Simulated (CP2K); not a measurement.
# IPEA1-xTB run of CH4ClFSSn (SMILES [CH3][Sn]([F])([SH])[Cl])

What is the energy change on altering one bond length of CH4ClFSSn at IPEA1-xTB? 

The calculation is run with CP2K 2026.2.

5 further runs of the same task are left out: 2 that didn't finish, 3 set aside as unsound or not needed.

## 1. Starting point

CH4ClFSSn: 9 atoms, total charge 0, spin state singlet. SMILES: `[CH3][Sn]([F])([SH])[Cl]`. The shape comes from a force field and isn't a relaxed structure. This is one conformer, not always the lowest.

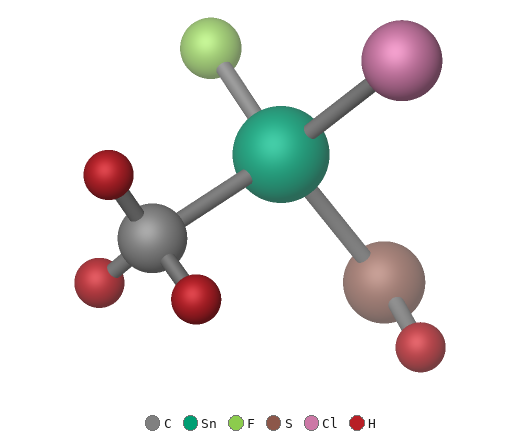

Viewed from a chosen angle; carbon grey, tin teal, fluorine green, sulfur brown, chlorine pink, hydrogen red.

## 2. Energy and forces at IPEA1-xTB

File calc.inp:

```
&FORCE_EVAL
 METHOD QS
 &DFT
  &QS
   METHOD XTB
   EPS_DEFAULT 1.0E-10
   &XTB
    GFN_TYPE TBLITE
    &TBLITE
     METHOD IPEA1
    &END TBLITE
    CHECK_ATOMIC_CHARGES F
   &END XTB
  &END QS
  ! no periodic images
  &POISSON
   PERIODIC NONE
   POISSON_SOLVER ANALYTIC
  &END POISSON
  &SCF
   SCF_GUESS ATOMIC
   EPS_SCF 1.0E-06
   MAX_SCF 150
   ADDED_MOS 2
   &DIAGONALIZATION
    ALGORITHM STANDARD
   &END DIAGONALIZATION
   &MIXING
    METHOD DIRECT_P_MIXING
    ALPHA 0.4
   &END MIXING
   &SMEAR ON
    METHOD FERMI_DIRAC
    ELECTRONIC_TEMPERATURE [K] 300
   &END SMEAR
  &END SCF
  ! extra output
  &PRINT
   &MOMENTS
    PERIODIC F
    REFERENCE COM
    MAX_MOMENT 1
   &END MOMENTS
   &MO ON
    ENERGIES T
    OCCUPATION_NUMBERS T
    NDIGITS 6
    &EACH
     QS_SCF 0
    &END EACH
    ADD_LAST NUMERIC
   &END MO
   &HIRSHFELD OFF
   &END HIRSHFELD
  &END PRINT
 &END DFT
 &SUBSYS
  &CELL
   ABC 14 14.5 14.6
   PERIODIC NONE
  &END CELL
  &COORD
   C     -0.362900    -0.905300    -0.991900
   Sn     0.701800     0.442200     0.276000
   F      2.537900    -0.096900     0.277200
   S     -0.116700     0.333300     2.512100
   Cl     0.534400     2.647200    -0.536500
   H     -0.330400    -1.885900    -0.631500
   H     -1.449600    -0.547800    -1.003300
   H      0.033500    -0.786000    -2.041000
   H     -1.459500     0.752900     2.121900
  &END COORD
  &TOPOLOGY
   &CENTER_COORDINATES
   &END CENTER_COORDINATES
  &END TOPOLOGY
 &END SUBSYS
 ! extra output
 &PRINT
  &FORCES ON
  &END FORCES
 &END PRINT
&END FORCE_EVAL

&GLOBAL
 PROJECT_NAME calc
 RUN_TYPE ENERGY_FORCE
 PRINT_LEVEL MEDIUM
&END GLOBAL
```

Launch:

```sh
$ OMP_NUM_THREADS=1 cp2k.psmp calc.inp > calc.out
```

Output:

```text
CP2K| version string:                                       CP2K version 2026.2
[...]
 GLOBAL| Method name                                                        CP2K
[...]
 GLOBAL| Run type                                                   ENERGY_FORCE
[...]
                             - Atoms:                                          9
[...]
                             - Spherical basis functions:                     45
[...]
 Number of electrons:                                                         32
[...]
  *** SCF run converged in    15 steps ***
[...]
  Fermi energy:                                                -0.32150499166700
[...]
 TB_DIPOLE| Moment [Debye]         -4.30656941      -1.39070898      -0.47881400
 TB_DIPOLE| Derivative [a.u.]       0.00000000       0.00000000       0.00000000
[...]
 ENERGY| Total FORCE_EVAL ( QS ) energy [hartree]            -20.693500219761404
 FORCES| Atomic forces [hartree/bohr]
 FORCES|   Atom     x               y               z               |f|
 FORCES|      1 -2.65779492E-02  5.65403268E-02 -4.55383903E-02   7.73106780E-02
 FORCES|      2 -4.15682264E-02  6.67783334E-03  7.19360060E-04   4.21073436E-02
 FORCES|      3  2.68461999E-02 -4.39039191E-03  1.29312534E-03   2.72335485E-02
 FORCES|      4 -5.11068630E-02  1.99566555E-02 -1.10335810E-02   5.59635547E-02
 FORCES|      5  4.66158821E-03 -5.12810492E-03  2.29844771E-03   7.30141949E-03
 FORCES|      6  5.33319599E-03 -3.34456418E-02  8.97814062E-03   3.50379929E-02
 FORCES|      7  3.55721278E-02 -1.18600699E-02  7.19694394E-04   3.75040731E-02
 FORCES|      8 -1.12573418E-02 -1.08150995E-02  2.80928970E-02   3.21388391E-02
 FORCES|      9  5.80972685E-02 -1.75355076E-02  1.44703062E-02   6.23873095E-02
 FORCES| Sum     1.73472348E-16 -2.70616862E-16  1.89084859E-16
 FORCES| Total atomic force                                       3.72933272E-16
[...]
```

Run time: 0.44 s. Hardware: 1 thread of Arm Neoverse N1, shared host; peak memory 0.14 GiB.

## 3. The distorted shape

File job.inp:

```
&FORCE_EVAL
  METHOD Quickstep
  &DFT
    &QS
      METHOD XTB
      EPS_DEFAULT 1.0E-10
      &XTB
        GFN_TYPE TBLITE
        &TBLITE
          METHOD IPEA1
        &END TBLITE
        CHECK_ATOMIC_CHARGES F
      &END XTB
    &END QS
    &POISSON
      PERIODIC NONE
      POISSON_SOLVER ANALYTIC
    &END POISSON
    &SCF
      SCF_GUESS ATOMIC
      EPS_SCF 1.0E-06
      MAX_SCF 150
      ADDED_MOS 2
      &DIAGONALIZATION
        ALGORITHM STANDARD
      &END DIAGONALIZATION
      &MIXING
        METHOD DIRECT_P_MIXING
        ALPHA 0.4
      &END MIXING
      &SMEAR ON
        METHOD FERMI_DIRAC
        ELECTRONIC_TEMPERATURE [K] 300
      &END SMEAR
    &END SCF
    &PRINT
      &MOMENTS
        PERIODIC F
        REFERENCE COM
        MAX_MOMENT 1
      &END MOMENTS
      &MO ON
        ENERGIES T
        OCCUPATION_NUMBERS T
        NDIGITS 6
        &EACH
          QS_SCF 0
        &END EACH
        ADD_LAST NUMERIC
      &END MO
      &HIRSHFELD OFF
      &END HIRSHFELD
    &END PRINT
  &END DFT
  &SUBSYS
    &CELL
      ABC 14 15.5 14.6
      PERIODIC NONE
    &END CELL
    &COORD
      C     -0.395401     0.075324    -1.352309
      Sn     0.669299     1.422824    -0.084409
      F      2.505399     0.883724    -0.083209
      S     -0.149201     1.313924     2.151691
      Cl     0.501899     3.627824    -0.896909
      H     -0.330400    -1.885900    -0.631500
      H     -1.482101     0.432824    -1.363709
      H      0.000999     0.194624    -2.401409
      H     -1.492001     1.733524     1.761491
    &END COORD
    &TOPOLOGY
      &CENTER_COORDINATES
      &END CENTER_COORDINATES
    &END TOPOLOGY
  &END SUBSYS
  &PRINT
    &FORCES ON
    &END FORCES
  &END PRINT
&END FORCE_EVAL
&GLOBAL
  PROJECT job
  RUN_TYPE ENERGY_FORCE
  PRINT_LEVEL MEDIUM
&END GLOBAL
```

Launch:

```sh
$ OMP_NUM_THREADS=1 cp2k.psmp -i job.inp -o job.out
```

Output:

```text
CP2K| version string:                                       CP2K version 2026.2
[...]
 GLOBAL| Method name                                                        CP2K
[...]
 GLOBAL| Run type                                                   ENERGY_FORCE
[...]
                             - Atoms:                                          9
[...]
                             - Spherical basis functions:                     45
[...]
 Number of electrons:                                                         32
[...]
  *** SCF run converged in    14 steps ***
[...]
  Fermi energy:                                                -0.38319489764568
[...]
 TB_DIPOLE| Moment [Debye]         -4.40504403      -1.80384798      -0.51041623
 TB_DIPOLE| Derivative [a.u.]       0.00000000       0.00000000       0.00000000
[...]
 ENERGY| Total FORCE_EVAL ( QS ) energy [hartree]            -20.504946350626408
 FORCES| Atomic forces [hartree/bohr]
 FORCES|   Atom     x               y               z               |f|
 FORCES|      1 -1.71336761E-02 -1.09860449E-02 -1.24310905E-02   2.38492778E-02
 FORCES|      2 -4.27023941E-02 -6.76011260E-03  2.72984643E-03   4.33202683E-02
 FORCES|      3  2.46100257E-02 -4.04578936E-03  5.63530504E-04   2.49467301E-02
 FORCES|      4 -5.14602078E-02  1.98918665E-02 -1.39267645E-02   5.69016178E-02
 FORCES|      5  4.04802994E-03 -5.06974737E-03  7.47574889E-04   6.53052471E-03
 FORCES|      6 -1.95785035E-03  7.33767571E-02 -2.80836531E-02   7.85918141E-02
 FORCES|      7  3.75233112E-02 -2.67149199E-02  4.37845260E-03   4.62693924E-02
 FORCES|      8 -1.14863463E-02 -2.19421697E-02  3.11038038E-02   3.97597985E-02
 FORCES|      9  5.85591078E-02 -1.77498398E-02  1.49182999E-02   6.29823911E-02
 FORCES| Sum    -2.98372438E-16 -3.12250226E-17  1.59594560E-16
 FORCES| Total atomic force                                       3.39811032E-16
[...]
```

It took 0.44 s on 1 thread of Arm Neoverse N1, shared host; peak memory 0.14 GiB.

## 4. What came out

Level: IPEA1-xTB.

```
                                                         quantity         value
                                        first shape: total energy  -20.69350 Eh
           first shape: dipole moment (from atomic charges alone)        4.55 D
                                         first shape: HOMO energy     -11.99 eV
                                         first shape: LUMO energy      -7.87 eV
                                       first shape: HOMO–LUMO gap       4.12 eV
                            first shape: largest force on an atom    3.975 eV/Å
                                    distorted shape: total energy  -20.50495 Eh
       distorted shape: dipole moment (from atomic charges alone)        4.79 D
                                     distorted shape: HOMO energy     -11.98 eV
                                     distorted shape: LUMO energy      -9.55 eV
                                   distorted shape: HOMO–LUMO gap       2.43 eV
                        distorted shape: largest force on an atom    4.041 eV/Å
energy change with the C1–H6 bond stretched from 1.045 to 2.091 Å      5.131 eV
```

In words: One bond (distorted shape) is far stretched, which a spin-restricted single reference describes badly. With the C1–H6 bond stretched from 1.045 to 2.091 Å the energy rises by 5.13 eV (495 kJ/mol). The first shape isn't relaxed at this level, so the change isn't measured from a minimum. A restricted reference can't describe the breaking bond well at this length. The largest force (first shape) is 3.98 eV/Å: the shape isn't a stationary point for this species at this level. The dipole (first shape) comes from point charges on the atoms alone, without atomic dipoles, so it is partial. The dipole (distorted shape) comes from point charges on the atoms alone, without atomic dipoles, so it is partial.
